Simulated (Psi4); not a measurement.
# SiCNF2 (SMILES N#C[Si](F)F) at UBHLYP/aug-cc-pVDZ

What is the vertical ionisation energy of SiCNF2 at UBHLYP/aug-cc-pVDZ? 

Program for the calculation: Psi4 1.11.

## Step 1: The molecule

SiCNF2: 5 atoms, total charge 0, spin state doublet. As SMILES, `N#C[Si](F)F`. The shape is that of a PBE0-D4/def2-TZVP optimisation.

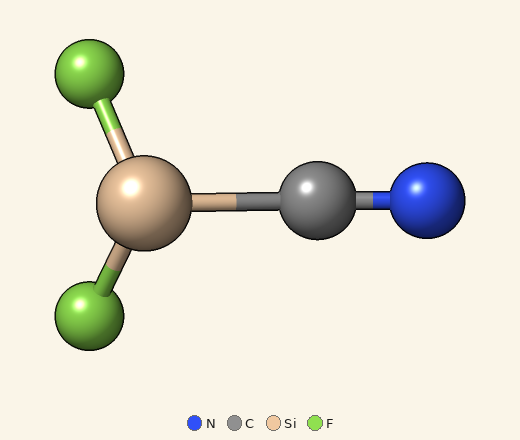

Viewed from a chosen angle; nitrogen blue, carbon grey, silicon light orange, fluorine green.

## Step 2: Energy and gradient at UBHLYP/aug-cc-pVDZ

The input, cf2nsi.xyz:

```xyz
5
CF2NSi
N      1.426100    -1.103800     1.364300
C      0.743000    -0.566400     0.607500
Si    -0.192800     0.214100    -0.773500
F     -1.655600    -0.382400    -0.757500
F     -0.270900     1.764900    -0.482300
```

The input, run_ase.py:

```python
import numpy as np
from ase.calculators.psi4 import Psi4
from ase.io import read

mol = read('cf2nsi.xyz')
calc = Psi4(atoms=mol, method='bhhlyp', basis='aug-cc-pVDZ', memory='1600MB', num_threads=1, charge=0, multiplicity=2, label='calc', reference='uks')
calc.psi4.set_options({'puream': True, 'e_convergence': 1e-09, 'd_convergence': 1e-08, 'scf_type': 'pk', 'dft_radial_points': 99, 'dft_spherical_points': 590, 'maxiter': 100})
mol.calc = calc

forces = mol.get_forces()
print(f'energy: {mol.get_potential_energy():.6f} eV')
print('forces / eV A^-1')
print(np.round(forces, 5))
```

Started as:

```bash
$ python run_ase.py
```

calc.dat:

```text
[...]
  Running in c1 symmetry.
[...]
  Nuclear repulsion =  200.026103011271232
[...]
  Multiplicity = 2
[...]
  Nalpha       = 23
  Nbeta        = 22
[...]
    Number of basis functions: 119
[...]
   @UKS iter   1:  -581.76485227930334   -7.55609e-01   5.72314e-03 ADIIS/DIIS
[...]
   @UKS iter  16:  -581.99691007549404   -1.06866e-11   9.87568e-09 DIIS
[...]
   @S^2 Observed:                7.525856402E-01
[...]
    Orbital Energies [Eh]
    ---------------------
    Alpha Occupied:
       1A    -67.321955     2A    -25.374104     3A    -25.374100
       4A    -14.866102     5A    -10.655263     6A     -5.764776
       7A     -4.030364     8A     -4.028083     9A     -4.026566
      10A     -1.422158    11A     -1.403354    12A     -1.074143
      13A     -0.743405    14A     -0.649958    15A     -0.640569
      16A     -0.608221    17A     -0.578447    18A     -0.574212
      19A     -0.561137    20A     -0.483974    21A     -0.447118
      22A     -0.441318    23A     -0.341971
    Alpha Virtual:
      24A     -0.019581    25A     -0.018240    26A      0.023914
[...]
  @UKS Final Energy:  -581.99691007549404
   => Energetics <=
    Nuclear Repulsion Energy =            200.0261030112712319
    One-Electron Energy =               -1201.6487439118677685
    Two-Electron Energy =                 447.5632627276056610
    DFT Exchange-Correlation Energy =     -27.9375319025032240
    Empirical Dispersion Energy =           0.0000000000000000
    VV10 Nonlocal Energy =                  0.0000000000000000
    Total Energy =                       -581.9969100754940428
[...]
 Multipole Moments:
 ------------------------------------------------------------------------------------
     Multipole            Electronic (a.u.)      Nuclear  (a.u.)        Total (a.u.)
 ------------------------------------------------------------------------------------
 L = 1.  Multiply by 2.5417464519 to convert [e a0] to [Debye]
 Dipole X            :         -1.7250076            1.5428249           -0.1821827
 Dipole Y            :          1.3283419           -1.0932037            0.2351382
 Dipole Z            :         -1.6852715            0.7669656           -0.9183059
 Magnitude           :                                                    0.9652803
[...]
  -Total Gradient:
     Atom            X                  Y                   Z
    ------   -----------------  -----------------  -----------------
       1        0.003989460457    -0.003145220907     0.004488603090
       2       -0.006245740387     0.005070170943    -0.008180708896
       3       -0.021501283204     0.012733247545     0.008808157388
       4        0.021564607266     0.007709268176    -0.000623568681
       5        0.002171090635    -0.022355173495    -0.004478355824
[...]
```

Standard output:

```text
energy: -15836.942585 eV
forces / eV A^-1
[[-0.20515  0.16173 -0.23081]
 [ 0.32117 -0.26072  0.42067]
 [ 1.10564 -0.65477 -0.45293]
 [-1.1089  -0.39643  0.03207]
 [-0.11164  1.14955  0.23029]]
```

It took 42 s on 1 thread of Intel Xeon 6975P-C (Granite Rapids), shared host; peak memory 0.82 GiB.

## Step 3: The singlet cation at the same level

The input, input.dat:

```
memory 1.6 GB

molecule m {
  1 1
  N      1.426100    -1.103800     1.364300
  C      0.743000    -0.566400     0.607500
  Si    -0.192800     0.214100    -0.773500
  F     -1.655600    -0.382400    -0.757500
  F     -0.270900     1.764900    -0.482300
  symmetry c1
  no_reorient
  no_com
}

set globals {
  basis aug-cc-pVDZ
  puream true
  e_convergence 1e-09
  d_convergence 1e-08
  scf_type pk
  dft_radial_points 99
  dft_spherical_points 590
}

energy_value, wavefunction = gradient("bhhlyp", return_wfn=True)
```

Started as:

```bash
$ psi4 input.dat output.dat -n 1
```

output.dat:

```text
[...]
  Running in c1 symmetry.
[...]
  Nuclear repulsion =  200.026103011271260
[...]
  Multiplicity = 1
[...]
  Nalpha       = 22
  Nbeta        = 22
[...]
    Number of basis functions: 119
[...]
   @RKS iter   1:  -581.39302241867722   -3.83779e-01   5.48540e-03 DIIS/ADIIS
[...]
   @RKS iter  14:  -581.60130036370106   -2.27374e-12   7.49712e-09 DIIS
[...]
    Orbital Energies [Eh]
    ---------------------
    Doubly Occupied:
       1A    -67.663142     2A    -25.636163     3A    -25.636156
       4A    -15.109680     5A    -10.897668     6A     -6.095392
       7A     -4.362420     8A     -4.359104     9A     -4.357441
      10A     -1.670965    11A     -1.651209    12A     -1.301795
      13A     -0.988847    14A     -0.892057    15A     -0.881688
      16A     -0.847189    17A     -0.816816    18A     -0.816271
      19A     -0.806403    20A     -0.696843    21A     -0.663848
      22A     -0.663834
[...]
  @RKS Final Energy:  -581.60130036370106
   => Energetics <=
    Nuclear Repulsion Energy =            200.0261030112712604
    One-Electron Energy =               -1189.7013964752215998
    Two-Electron Energy =                 435.8094913221211755
    DFT Exchange-Correlation Energy =     -27.7354982218719464
    Empirical Dispersion Energy =           0.0000000000000000
    VV10 Nonlocal Energy =                  0.0000000000000000
    Total Energy =                       -581.6013003637010570
[...]
 Multipole Moments:
 ------------------------------------------------------------------------------------
     Multipole            Electronic (a.u.)      Nuclear  (a.u.)        Total (a.u.)
 ------------------------------------------------------------------------------------
 L = 1.  Multiply by 2.5417464519 to convert [e a0] to [Debye]
 Dipole X            :         10.7453925          -10.5767971            0.1685953
 Dipole Y            :         -8.0053173            8.1539793            0.1486620
 Dipole Z            :         14.4682691          -16.6146611           -2.1463920
 Magnitude           :                                                    2.1581296
[...]
  -Total Gradient:
     Atom            X                  Y                   Z
    ------   -----------------  -----------------  -----------------
       1        0.000731308448     0.000042404094    -0.003998906642
       2       -0.006420175917    -0.001051958551     0.040470291017
       3        0.034239987651    -0.010240755217    -0.092394949744
       4       -0.017614596121     0.000464623801     0.027308350089
       5       -0.010958278255     0.010797642972     0.028631400348
[...]
```

Run time: 33 s. Hardware: 1 thread of Intel Xeon 6975P-C (Granite Rapids), shared host; peak memory 0.79 GiB.

## Step 4: Summary of results

At UBHLYP/aug-cc-pVDZ:

| quantity | value |
| --- | --- |
| doublet SiCNF2: total energy | -581.99691 Eh |
| doublet SiCNF2: dipole moment | 2.45 D |
| doublet SiCNF2: HOMO energy (highest over α and β) | -9.31 eV |
| doublet SiCNF2: LUMO energy (lowest over α and β) | -3.21 eV |
| doublet SiCNF2: ⟨S²⟩ | 0.753 |
| doublet SiCNF2: largest force on an atom | 1.362 eV/Å |
| singlet cation: total energy | -581.60130 Eh |
| singlet cation: HOMO energy | -18.06 eV |
| singlet cation: LUMO energy | -12.07 eV |
| singlet cation: HOMO–LUMO gap | 6.00 eV |
| singlet cation: largest force on an atom | 5.094 eV/Å |
| vertical ionisation energy (to the singlet cation) | 10.765 eV |

The vertical ionisation energy comes to 10.77 eV (1039 kJ/mol). The largest force (doublet SiCNF2) is 1.36 eV/Å: the shape isn't a stationary point for this species at this level. Only the singlet of the ionised species was computed; a triplet could lie lower.
